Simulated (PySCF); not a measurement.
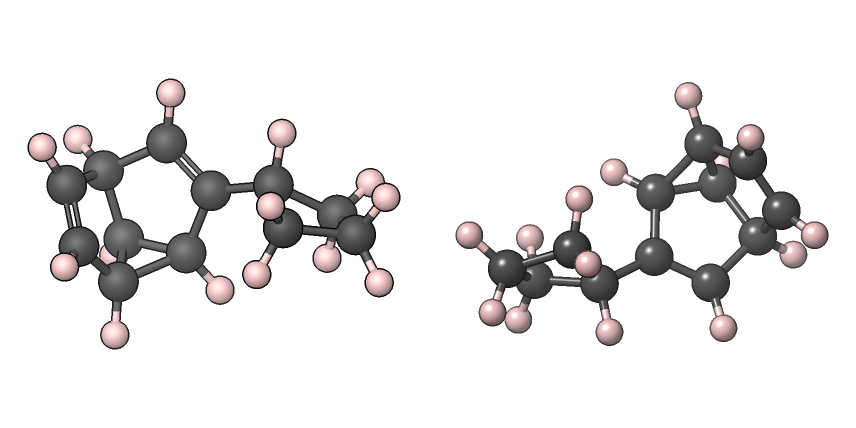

Both panels show the same species. Colours: carbon dark grey, hydrogen pink.

**What is the molecular formula?**

C₁₂H₁₄, 26 atoms: 12 carbon and 14 hydrogen.

**Name some functional groups or characteristic bonds that it holds.**

Among them: alkene.

**Count the bonded pairs by element.**

15 C–C, 14 C–H.

**Describe its rings.**

Independent rings (smallest set): 1 of 3 members, 1 of 4 members, 2 of 5 members.

**Which point group does it belong to?**

C1.

More results for the same structure follow; atom numbers are the same in all pictures, views and colours differ. Computed geometry: PBE0-D3(BJ)/def2-SVP optimisation. No frequency run is at hand to confirm it as a minimum.

### Shape

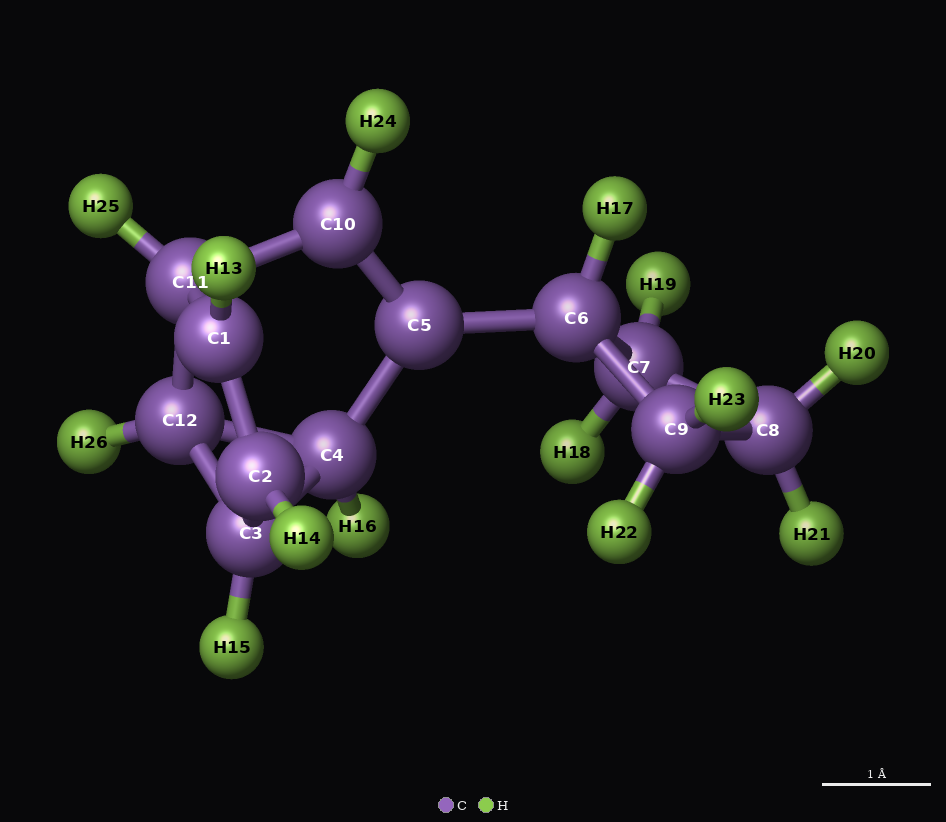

The atoms are numbered. No frequency run is at hand to confirm it as a minimum.

Which atoms are bonded, and how long are the bonds? Leave out bonds to hydrogen.

```
   bond  length (Å)   order
  C1–C2       1.345  double
 C1–C11       1.521  single
  C2–C3       1.472  single
  C3–C4       1.582  single
 C3–C12       1.495  single
  C4–C5       1.479  single
 C4–C12       1.493  single
  C5–C6       1.487  single
 C5–C10       1.350  double
  C6–C7       1.549  single
  C6–C9       1.551  single
  C7–C8       1.539  single
  C8–C9       1.539  single
C10–C11       1.518  single
C11–C12       1.544  single
```

### Electronic properties

No frequency run is at hand to confirm it as a minimum. Properties computed with PBE0/def2-SVPD, gas phase (PySCF 2.14.0). Excitations: vertical, linear response.

**What is the mean static polarisability?**

127.3 bohr³.

**What is the dipole moment?**

0.34 D.

**Give the HOMO energy (Kohn–Sham orbital) at this level.**

−6.32 eV.

**Estimate the brightest of the 10 lowest singlets.**

6.28 eV.

### NMR shielding

The questions are on isotropic NMR shieldings of the H atoms. No frequency run is at hand to confirm it as a minimum. Method: GIAO PBE0/pcSseg-1 NMR shielding, non-relativistic, gas phase (PySCF 2.14.0).

**Which H atom is the most shielded (lowest chemical shift)?**

H21 (29.74 ppm).

**Which H atom is the least shielded (highest chemical shift)?**

H13 (25.54 ppm).

**How wide is the range of H shifts?**

4.20 ppm.

Give the isotropic NMR shieldings of the H atoms atom by atom.

| atom | σ (ppm) |
| --- | --- |
| H13 | 25.54 |
| H14 | 26.01 |
| H15 | 28.63 |
| H16 | 28.50 |
| H17 | 28.47 |
| H18 | 29.08 |
| H19 | 29.33 |
| H20 | 29.53 |
| H21 | 29.74 |
| H22 | 29.59 |
| H23 | 29.72 |
| H24 | 25.89 |
| H25 | 28.35 |
| H26 | 28.48 |

### Charges

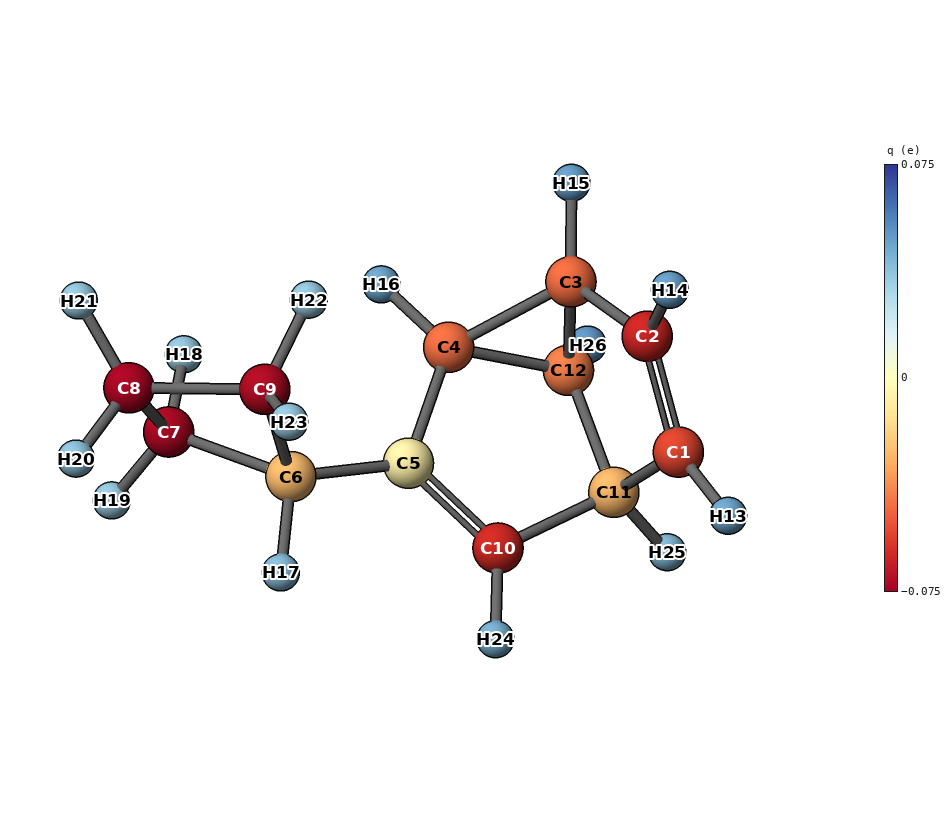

Atoms are coloured by their Hirshfeld charges. No frequency run is at hand to confirm it as a minimum. Method: PBE0/pcSseg-1, gas phase (PySCF 2.14.0).

**Which atom carries the highest charge (most positive or least negative)?**

H13, H14, H15, H16, H26 (0.05 e).

**And the lowest?**

C7, C8, C9 (−0.07 e).

Give the Hirshfeld charges atom by atom.

```csv
atom,value (e)
C1,−0.05
C2,−0.06
C3,−0.04
C4,−0.04
C5,−0.01
C6,−0.03
C7,−0.07
C8,−0.07
C9,−0.07
C10,−0.06
C11,−0.03
C12,−0.04
H13,0.05
H14,0.05
H15,0.05
H16,0.05
H17,0.04
H18,0.04
H19,0.03
H20,0.04
H21,0.03
H22,0.03
H23,0.04
H24,0.04
H25,0.04
H26,0.05
```
